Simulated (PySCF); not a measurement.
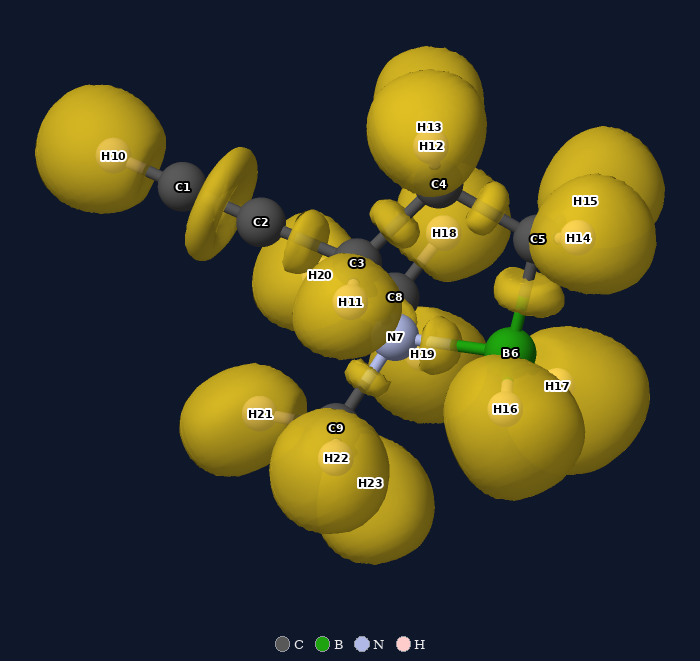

*C7H14BN. Isosurface of the ELF at 0.85 (yellow), seen at a tilt. Only the valence region is drawn (cores and ρ < 0.01 e/Å³ removed).*

Geometry: GFN2-xTB.

Theory: PBE0/pcSseg-1, SCF density, gas phase, non-relativistic (PySCF).

The calculation's input:

```
{"job": {"kind": "nmr", "xc": "PBE0", "basis": "pcSseg-1"}, "charge": 0, "multiplicity": 1}
C      2.412948    -1.716114    -1.202916
C      1.552251    -0.901910    -1.027993
C      0.532797     0.101689    -0.798955
C      1.083821     1.392894    -0.176434
C     -0.126616     2.098258     0.460780
B     -1.378053     1.044811     0.370424
N     -0.556209    -0.356822     0.090759
C     -0.028898    -0.894136     1.342531
C     -1.371132    -1.376815    -0.557601
H      3.168951    -2.424295    -1.370438
H      0.061402     0.354193    -1.755472
H      1.564021     1.994760    -0.949032
H      1.849796     1.150229     0.564003
H     -0.339100     3.023403    -0.073949
H      0.116784     2.391972     1.482801
H     -2.066331     1.220221    -0.589389
H     -2.007560     0.901582     1.369969
H      0.504848    -0.116697     1.879814
H     -0.858596    -1.227467     1.961949
H      0.643136    -1.735284     1.152778
H     -0.784123    -2.277575    -0.759503
H     -1.769872    -0.990643    -1.493567
H     -2.209019    -1.629271     0.089518
```

Command:

```sh
OMP_NUM_THREADS=1 python probes_run.py task.json out
```

**Identify the bonds, lone pairs and shells in this picture.**

The surface consists of one region between bonded B–C atoms (shared pairs), one region between bonded B–N atoms (shared pairs), four regions between bonded C–C atoms (shared pairs), three regions between bonded C–N atoms (shared pairs) and 14 regions around hydrogen nuclei. Profiles from the grid: C–C (1.20 Å): the ELF peaks at about 0.85 between the atoms: a multiple bond. C–N (1.46 Å): the ELF peaks at about 0.95 between the atoms, as expected for localised, covalent bonding.
